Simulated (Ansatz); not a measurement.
```yaml
atoms:
  - { symbol: C, position_ang: [-0.4288, 0.3828, -0.1808] }
  - { symbol: Si, position_ang: [0.2350, -0.6387, 1.3040] }
  - { symbol: Cl, position_ang: [1.8895, -1.5769, 0.3087] }
  - { symbol: H, position_ang: [0.3523, 1.0920, -0.5371] }
  - { symbol: H, position_ang: [-1.3358, 0.9588, 0.0991] }
  - { symbol: H, position_ang: [-0.6701, -0.2821, -1.0401] }
```

Level of theory: Ansatz, RKS PBE/cc-pVDZ.

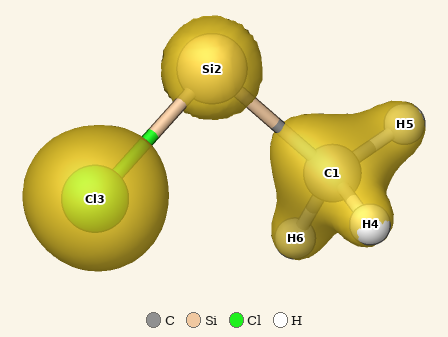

CH$_{3}$ClSi. Isosurface of the total electron density at 1 e/Å³ (yellow), seen at a tilt.

**What does this surface tell about the bonding?**

At this value the surface falls into three separate pieces. It bridges the shortest C–H (1.11 Å) contacts, where the density stays above the isovalue. It is pinched off along the shortest C–Si (1.92 Å) and Si–Cl (2.15 Å) contacts. On the grid the lowest density along these lines, outside the cores, is 0.72 e/Å³ (C–Si, 1.92 Å), 0.53 e/Å³ (Si–Cl, 2.15 Å) and 1.7 e/Å³ (C–H, 1.11 Å).
